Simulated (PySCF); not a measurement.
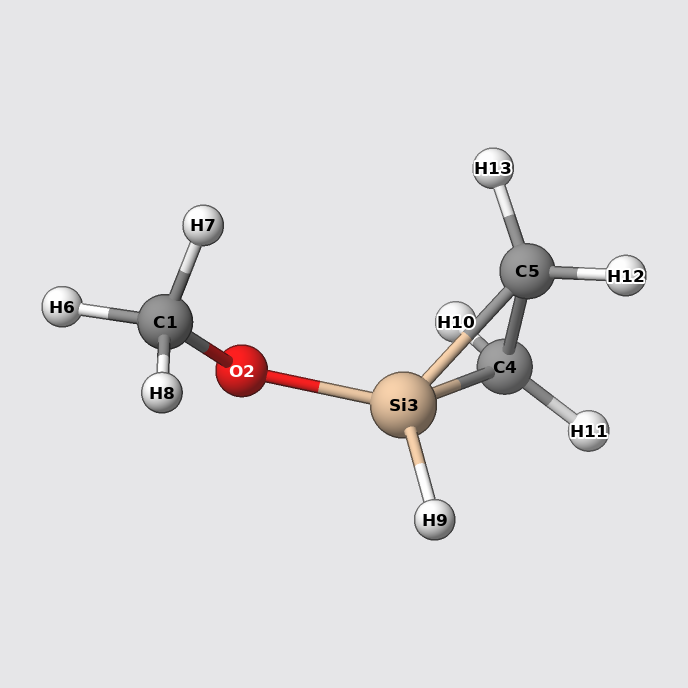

The geometry was computed by an optimisation with PBE0-D3(BJ)/def2-SVP. No frequency run is at hand to confirm it as a minimum. Electric field gradients from the ground-state density, PBE0/6-31G (PySCF 2.14.0), non-relativistic apart from any core potentials.

Give the largest field-gradient component, the quadrupole coupling constant and the asymmetry for 17O at O2 (Q = −25.6 mb), 2H at H6 (Q = 2.86 mb), 2H at H7 (Q = 2.86 mb).

```tsv
atom	V_zz (a.u.)	e²qQ/h (MHz)	η
O2	1.734	−10.43	0.51
H6	0.297	0.200	0.06
H7	0.290	0.195	0.08
```
